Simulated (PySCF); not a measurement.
```xyz
4

Cl   -1.8179   -1.0502    1.5062
Al   -0.5882    0.0869    0.4686
Cl    1.2532   -0.5804    0.1521
Cl   -1.1364    1.8732   -0.1630
```

Geometry: GFN2-xTB, MD frame at 250 fs, 600 K.

These are results of PBE0/pcSseg-1, SCF density, gas phase, non-relativistic in PySCF, not measurements.

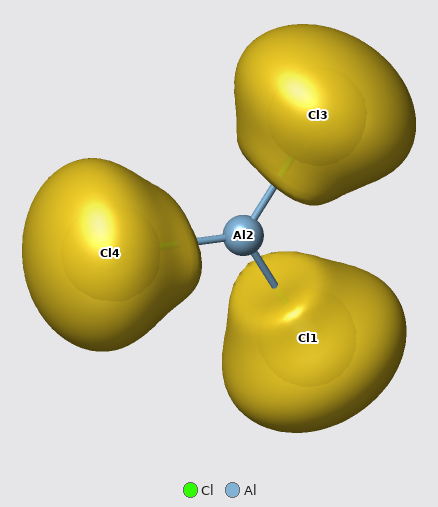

AlCl3. Isosurface of the ELF at 0.75 (yellow), seen at a tilt. Core shells and regions of very low density are left out.

### Where are the electrons localised?

At this value the surface marks out three regions on Cl in which the atom's valence shell and bonds are merged. Along the contacts the grid gives the following. Al–Cl (1.97 Å): the ELF peaks at about 0.85 in the valence shell of Cl, 0.9 Å from its nucleus, and is about 0.80 at the midpoint.
